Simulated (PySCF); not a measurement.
## Run report: C6H8SSi, excited-state calculation

C6H8SSi, SMILES C=C[SiH2]c1cccs1, computed with TDDFT PBE0/6-31++G**, vertical, gas phase, core orbitals frozen in the response (PySCF 2.14.0).

Some settings of this run were made unusual or wrong on purpose. The geometry comes from this level: GFN2-xTB.

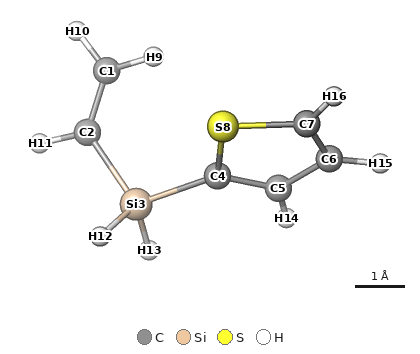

The structure as given in the input (ball-and-stick view, seen at a tilt; atoms are numbered from 1 in the order of the input). Bond lengths as drawn: C–C 1.32 to 1.41 Å, C–H 1.07 to 1.08 Å, C–S 1.72 to 1.74 Å, C–Si 1.88 Å and H–Si 1.47 Å.

Input
```
{"job": {"kind": "uv", "xc": "PBE0", "basis": "6-31++G**", "nstates": 25, "ntriplets": 2, "tda": false, "scf": {"conv": 0.001, "max_cycle": 73}}, "charge": 0, "multiplicity": 1}
C     -2.208764     1.372445     0.793655
C     -2.505102     0.144404     0.396979
Si    -1.253544    -1.210342     0.010838
C      0.489791    -0.556726     0.233793
C      1.457976    -0.359809    -0.706517
C      2.665411     0.153653    -0.187791
C      2.607826     0.345482     1.154952
S      1.080360    -0.100697     1.801494
H     -1.188167     1.693047     0.929922
H     -2.962856     2.115577     1.006392
H     -3.550322    -0.119283     0.281249
H     -1.465748    -2.343512     0.921176
H     -1.381835    -1.635416    -1.388584
H      1.305935    -0.579086    -1.748704
H      3.533393     0.367990    -0.786015
H      3.368047     0.721217     1.810716
```

The first line tells a small driver script what to run in PySCF; the rest is the geometry in Å.

Machine: 1 CPU thread, shared host.

Launch command:
```bash
OMP_NUM_THREADS=1 python <driver script> task.json out
```

Output
```
final grid: 133896 points
cycle   1  E = -920.4914763829  dE =  1.178e+00  |g| = 4.066e-01  |ddm| = 5.933e+00
cycle   2  E = -920.4643352634  dE =  2.714e-02  |g| = 5.077e-01  |ddm| = 2.496e+00
cycle   3  E = -920.5361581712  dE = -7.182e-02  |g| = 9.064e-02  |ddm| = 2.105e+00
cycle   4  E = -920.5383853207  dE = -2.227e-03  |g| = 3.566e-02  |ddm| = 4.740e-01
cycle   5  E = -920.5387418286  dE = -3.565e-04  |g| = 8.141e-03  |ddm| = 1.404e-01
converged SCF energy = -920.5387418286

Static polarisability (au): isotropic 108.167, principal 87.067 108.598 128.836

Singlet excitations
state   eV       nm        f      main configurations
  1   5.5066    225.2   0.16591   H->L 0.87
  2   5.6724    218.6   0.00837   H->L+1 0.96
  3   5.7534    215.5   0.10519   H-1->L 0.82
  4   5.9871    207.1   0.00666   H->L+2 0.49, H->L+3 0.35, H->L+4 0.10
  5   6.0409    205.2   0.00101   H->L+2 0.42, H->L+4 0.35, H->L+3 0.14
  6   6.1512    201.6   0.00074   H-1->L+1 0.97
  7   6.1995    200.0   0.00260   H-2->L 0.97
  8   6.2746    197.6   0.00081   H-1->L+3 0.42, H-1->L+4 0.36
  9   6.4392    192.5   0.00119   H-1->L+2 0.81
 10   6.4960    190.9   0.00876   H->L+3 0.38, H->L+4 0.30, H->L+8 0.09
 11   6.6854    185.5   0.00579   H->L+5 0.61, H->L+6 0.14, H->L+4 0.12
 12   6.7516    183.6   0.00155   H->L+6 0.62, H->L+5 0.17
 13   6.8776    180.3   0.01377   H-1->L+3 0.20, H->L+8 0.16, H-1->L+4 0.15
 14   6.8996    179.7   0.00892   H->L+8 0.47
 15   6.9164    179.3   0.00258   H-3->L+1 0.67, H->L+7 0.09
 16   6.9393    178.7   0.01689   H->L+7 0.64
 17   7.0073    176.9   0.02188   H-2->L+2 0.36, H-2->L+3 0.24, H-1->L+3 0.09
 18   7.0632    175.5   0.03471   H-3->L 0.52, H-4->L 0.21
 19   7.1003    174.6   0.00427   H-1->L+5 0.62
 20   7.1864    172.5   0.11996   H-1->L+6 0.41, H-2->L+1 0.35
 21   7.2193    171.7   0.15874   H-1->L+6 0.33, H-2->L+1 0.32, H-1->L+5 0.10
 22   7.2503    171.0   0.03308   H->L+9 0.62
 23   7.2913    170.0   0.00568   H-1->L+8 0.23, H-2->L+4 0.22, H->L+10 0.08
 24   7.2999    169.8   0.02684   H->L+10 0.48, H-1->L+7 0.20
 25   7.3263    169.2   0.01511   H-4->L 0.18, H-2->L+4 0.17, H-1->L+7 0.16

Triplet excitations (Tamm-Dancoff, eV): 3.6713 4.2873
```

What the run reported

```tsv
quantity	value
outcome	converged
total energy	−920.538742 hartree
HOMO	−6.92 eV
LUMO	−0.75 eV
dipole moment	0.85 D
mean polarisability	108.17 a.u.
lowest singlet excitation	5.51 eV
wall time	46 s
peak memory	0.92 GiB
```

Diagnosis

Some settings of this run were drawn to be unusual or wrong. It converged; results that depend on the unusual settings are not reference values.
